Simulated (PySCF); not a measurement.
# ZrOOH: relaxation and vibrations of the doublet

Where does doublet ZrOOH go from a linear start, is the end point a minimum, and what are its modes, charges and moments?

Program: PySCF 2.14.0. Level of theory: PBE0, basis Zr def2-TZVP with ECP28, O def2-TZVP, H def2-TZVP, scalar-relativistic core potentials, no spin–orbit coupling, density fitting. These are calculated values, not measurements.

### 1 The system as given

4 atoms, charge 0, spin multiplicity 2.

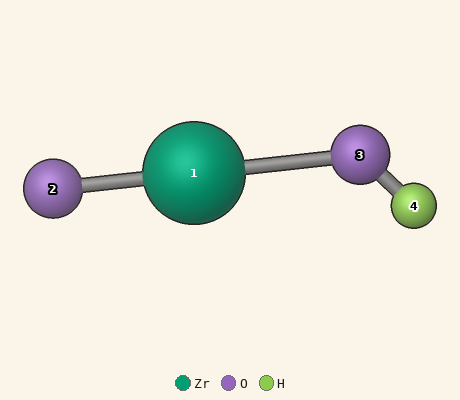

The starting geometry (zirconium teal, oxygen purple, hydrogen green); atoms are numbered from 1 in the order of the file.

```xyz
4
charge 0 multiplicity 2
Zr    0.0000    0.0000    0.0000
O     0.0000    0.0000    1.8400
O     0.0000    0.0000   -2.1700
H     0.7354    0.0000   -2.7871
```

### 2 First SCF at the start

One driver script runs all steps and calls PySCF; scf.py shows how it sets up the SCF of each step. The optimiser is the driver's own. After this first run the driver tries any further starts and a stability analysis.

scf.py

```python
from pyscf import gto, scf, dft
mol = gto.M(atom='''
Zr     0.000000     0.000000     0.000000
O      0.000000     0.000000     1.840000
O      0.000000     0.000000    -2.170000
H      0.735400     0.000000    -2.787100''',
    basis={'Zr': 'def2-TZVP', 'O': 'def2-TZVP', 'H': 'def2-TZVP'},
    ecp={'Zr': 'def2-TZVP'},
    charge=0, spin=1)
mf = dft.UKS(mol, xc='PBE0')
mf.grids.atom_grid = (50, 194)
aux = {'Zr': 'def2-universal-JKFIT', 'O': 'def2-universal-JKFIT', 'H': 'def2-universal-JKFIT'}
mf = mf.density_fit(auxbasis=aux)
mf.conv_tol = 1e-08
mf.diis_space = 10
mf.max_cycle = 60
mf.init_guess = 'minao'
mf.verbose = 4
mf.kernel()
```

Run with:

```bash
$ OMP_NUM_THREADS=4 python axn.py task.json out
```

What it wrote:

```text
init E= -192.397808237299
[... the frontier-level lines of each cycle are left out ...]
cycle= 1 E= -197.706606450327  delta_E= -5.31  |g|= 0.824  |ddm|= 3.24
cycle= 2 E= -196.12480810938  delta_E= 1.58  |g|= 1.92  |ddm|= 1.84
cycle= 3 E= -197.798980128588  delta_E= -1.67  |g|= 0.669  |ddm|= 1.54
cycle= 4 E= -197.994743998498  delta_E= -0.196  |g|= 0.148  |ddm|= 0.366
cycle= 5 E= -197.998504532604  delta_E= -0.00376  |g|= 0.117  |ddm|= 0.138
cycle= 6 E= -198.003994596198  delta_E= -0.00549  |g|= 0.015  |ddm|= 0.0756
cycle= 7 E= -198.004127093907  delta_E= -0.000132  |g|= 0.00339  |ddm|= 0.0157
cycle= 8 E= -198.004151722883  delta_E= -2.46e-05  |g|= 0.00162  |ddm|= 0.0108
cycle= 9 E= -198.004175249715  delta_E= -2.35e-05  |g|= 0.00128  |ddm|= 0.0136
cycle= 10 E= -198.004204485602  delta_E= -2.92e-05  |g|= 0.00118  |ddm|= 0.0189
cycle= 11 E= -198.004231992452  delta_E= -2.75e-05  |g|= 0.00113  |ddm|= 0.0186
cycle= 12 E= -198.004263836967  delta_E= -3.18e-05  |g|= 0.0011  |ddm|= 0.0221
cycle= 13 E= -198.004426683938  delta_E= -0.000163  |g|= 0.00223  |ddm|= 0.128
cycle= 14 E= -198.004421760251  delta_E= 4.92e-06  |g|= 0.00158  |ddm|= 0.00565
cycle= 15 E= -198.004535087973  delta_E= -0.000113  |g|= 0.00797  |ddm|= 0.247
cycle= 16 E= -198.004548317664  delta_E= -1.32e-05  |g|= 0.00356  |ddm|= 0.0863
cycle= 17 E= -198.004563386024  delta_E= -1.51e-05  |g|= 0.00385  |ddm|= 0.076
cycle= 18 E= -198.004569148123  delta_E= -5.76e-06  |g|= 0.0019  |ddm|= 0.0115
cycle= 19 E= -198.004571725795  delta_E= -2.58e-06  |g|= 0.00032  |ddm|= 0.0209
cycle= 20 E= -198.004571839042  delta_E= -1.13e-07  |g|= 0.000175  |ddm|= 0.00229
cycle= 21 E= -198.004571878915  delta_E= -3.99e-08  |g|= 0.000165  |ddm|= 0.00563
cycle= 22 E= -198.004571904379  delta_E= -2.55e-08  |g|= 1.56e-05  |ddm|= 0.00155
cycle= 23 E= -198.004571904646  delta_E= -2.67e-10  |g|= 1.97e-06  |ddm|= 9.51e-05
Extra cycle  E= -198.004571904653  delta_E= -6.82e-12  |g|= 3.62e-06  |ddm|= 8.99e-06
converged SCF energy = -198.004571904653  <S^2> = 0.75608782  2S+1 = 2.0060786
```

This step, with its further starts and checks, took 14 s on 4 threads of Arm Neoverse V1, shared host.

Energies from each starting density:

```
                      start  energy (Eh)
    the minimal-basis guess  -198.004572
a thermally smeared density  -197.997252
      a smeared PBE density  -198.004572
```

The test of internal stability and the other starts found no lower solution of this spin.

### 3 Linear start, doublet: relaxation

The program finds Cs symmetry in the start, which this walk keeps. Threshold on the gradient: 0.0003 Eh/bohr, with a further test on the energy change.

scf.py, as its differences from that of step 2:

```diff
@@ -3,4 +3,4 @@
-Zr     0.000000     0.000000     0.000000
-O      0.000000     0.000000     1.840000
-O      0.000000     0.000000    -2.170000
-H      0.735400     0.000000    -2.787100''',
+Zr    -0.006030     0.000000     0.065802
+O     -0.006030     0.000000     1.905802
+O     -0.006030     0.000000    -2.104198
+H      0.729370     0.000000    -2.721298''',
@@ -17 +16,0 @@
-mf.init_guess = 'minao'
```

The optimiser's trace (not every step is listed):

```
step  energy (Eh)  change (kJ/mol)  largest symmetric gradient (Eh/bohr)
   0  -198.004572             0.00                               0.05435
   1  -198.011701           -18.72                               0.01408
   2  -198.014688           -26.56                               0.01570
   3  -198.032538           -73.43                               0.05572
   4  -198.036696           -84.34                               0.05605
   5  -198.043203          -101.43                               0.05892
   6  -198.047733          -113.32                               0.04749
   7  -198.052953          -127.02                               0.01929
   8  -198.055760          -134.39                               0.02259
   9  -198.057303          -138.45                               0.00409
  10  -198.057430          -138.78                               0.00483
  12  -198.058785          -142.34                               0.01538
  14  -198.059734          -144.83                               0.01979
  16  -198.061973          -150.71                               0.02122
  18  -198.062848          -153.00                               0.00713
  20  -198.063867          -155.68                               0.00798
  21  -198.064228          -156.63                               0.00509
  22  -198.064567          -157.52                               0.00517
  23  -198.064664          -157.77                               0.00289
  24  -198.064686          -157.83                               0.00033
  25  -198.064687          -157.83                               0.00080
  26  -198.064688          -157.83                               0.00006
```

The walk took 58 s.

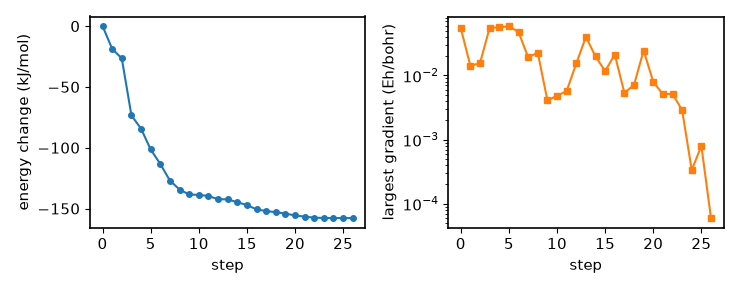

Energy and largest gradient along the walk.

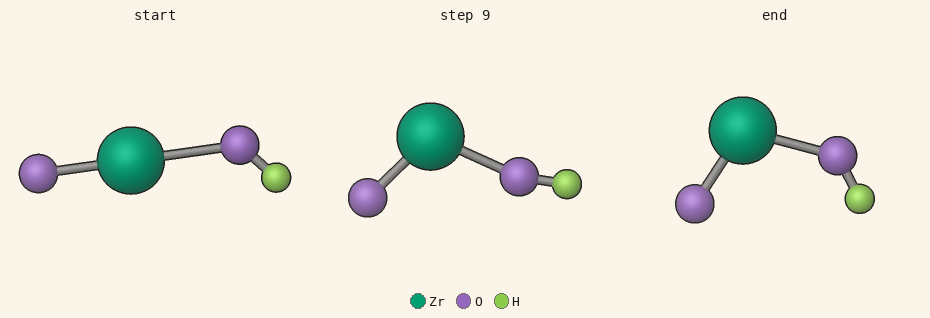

Start and end of the relaxation, with a step between.

It settles in Cs symmetry, 157.8 kJ/mol below the start, after 26 steps: O–H 0.958 Å, Zr–O 1.733 Å, Zr–O 1.933 Å; H–O–Zr 132.0°, O–Zr–O 108.3°.

### 4 Frequencies

The point is checked on the finer grid, and tightened if its gradient asks for it. The Hessian and the dipole derivatives come from central differences of analytic gradients, with steps of 0.02 bohr.

scf.py, as its differences from that of step 3:

```diff
@@ -3,4 +3,4 @@
-Zr    -0.006030     0.000000     0.065802
-O     -0.006030     0.000000     1.905802
-O     -0.006030     0.000000    -2.104198
-H      0.729370     0.000000    -2.721298''',
+Zr    -0.283434     0.000000     0.099634
+O      1.023280     0.000000     1.237124
+O      0.472594     0.000000    -1.678862
+H      1.380154     0.000000    -1.985157''',
@@ -11 +11 @@
-mf.grids.atom_grid = (50, 194)
+mf.grids.atom_grid = (75, 302)
@@ -14 +14 @@
-mf.conv_tol = 1e-08
+mf.conv_tol = 1e-10
```

The driver hands on the density of the step before, so the log starts near convergence.

Log of the central SCF (cycles and frontier levels):

```text
init E= -198.064628400168
[... the frontier-level lines of each cycle are left out ...]
cycle= 1 E= -198.064628400169  delta_E= -7.96e-13  |g|= 6.95e-07  |ddm|= 1.07e-06
Extra cycle  E= -198.064628400167  delta_E= 2.16e-12  |g|= 1.99e-06  |ddm|= 1.47e-06
converged SCF energy = -198.064628400167  <S^2> = 0.75353256  2S+1 = 2.0035294
```

The whole step took 64 s.

Geometry: Cs; O–H 0.958 Å, Zr–O 1.732 Å, Zr–O 1.933 Å; H–O–Zr 131.7°, O–Zr–O 108.0°.

Harmonic modes (main isotopes):

| symmetry | ω (cm⁻¹) | IR (km/mol) | μ (u) |
| --- | --- | --- | --- |
| a' | 209 | 26.3 | 4.97 |
| a'' | 484 | 111 | 1.15 |
| a' | 514 | 145 | 1.35 |
| a' | 693 | 116 | 6.92 |
| a' | 978 | 224 | 18.00 |
| a' | 3932 | 201 | 1.07 |

All wavenumbers are real: a minimum.

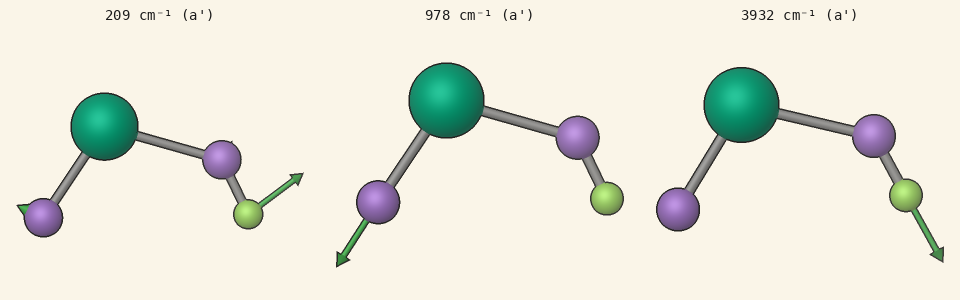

Displacements of 3 of the modes, as arrows (one member where a mode is degenerate).

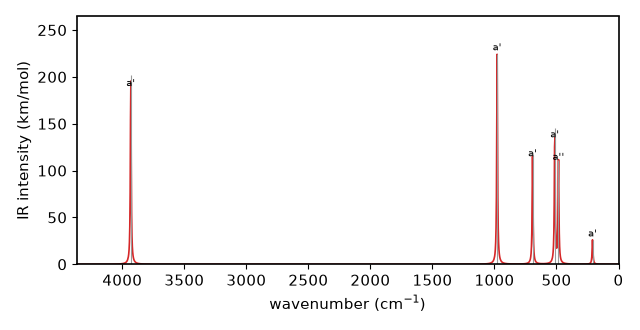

The harmonic infrared spectrum (widths in cm⁻¹). Lines are broadened to a width of 8 cm⁻¹ (Lorentzian).

Properties at this point:

| Quantity | Value |
| --- | --- |
| Dipole moment | 2.90 D |
| Highest occupied level | -5.00 eV |
| Lowest empty level | -2.30 eV |
| Rotational constants | 0.5744, 0.2262, 0.1623 cm⁻¹ |
| Zero-point energy | 40.7 kJ/mol |
| Principal polarisabilities | 64.8, 103.7, 121.1 bohr³ |
| Atomisation energy without zero-point energy | 1692 kJ/mol |
| Principal traceless quadrupole moments about the centre of mass | -11.52, 1.04, 10.49 D Å |
| Entropy at 298.15 K and 1 bar (electronic part: spin only) | 290.3 J/(mol K) |
| Heat capacity Cp at 298.15 K | 56.6 J/(mol K) |
| Enthalpy at 298.15 K above 0 K | 12.94 kJ/mol |
| Rotational symmetry number | 1 |
| Spin squared ⟨S²⟩ | 0.754 |

Populations by atom (charges in e):

| atom | Mulliken | Löwdin | polar tensor | spin (Mulliken) | Mayer order to Zr1 |
| --- | --- | --- | --- | --- | --- |
| Zr1 | 0.95 | 0.48 | 1.49 | 1.07 | – |
| O2 | -0.58 | -0.33 | -0.91 | -0.05 | 2.16 |
| O3 | -0.71 | -0.31 | -0.91 | -0.02 | 1.05 |
| H4 | 0.34 | 0.16 | 0.33 | 0.00 | 0.03 |

Mulliken populations on Zr1 (outside its core potential): s 2.67, p 6.22, d 2.07, f 0.09.

### 5 Summary of results

```
                                          quantity                                                                  value
                                           minimum                                                            doublet, Cs
                                          geometry  O–H 0.958 Å, Zr–O 1.732 Å, Zr–O 1.933 Å; H–O–Zr 131.7°, O–Zr–O 108.0°
                                wavenumbers (cm⁻¹)           209 (a'), 484 (a''), 514 (a'), 693 (a'), 978 (a'), 3932 (a')
                                     dipole moment                                                                 2.90 D
highest occupied, lowest empty level (either spin)                                                        -5.00, -2.30 eV
                        polar-tensor charge of Zr1                                                                +1.49 e
                                 zero-point energy                                                            40.7 kJ/mol
                               entropy at 298.15 K                                                        290.3 J/(mol K)
         atomisation energy (no zero-point energy)                                                            1692 kJ/mol
                                              ⟨S²⟩                                                                  0.754
```

What this shows: The linear start keeps its Cs symmetry and ends in a minimum. The strongest infrared band lies at 978 cm⁻¹ (a'). Most of the spin sits on Zr1 (Mulliken spin 1.07, against 1 for the whole molecule). Only this shape and spin were tried, so other structures or states may lie lower. One determinant may miss the lowest occupation of an open d or f shell.

The search up to here took 2.3 min.
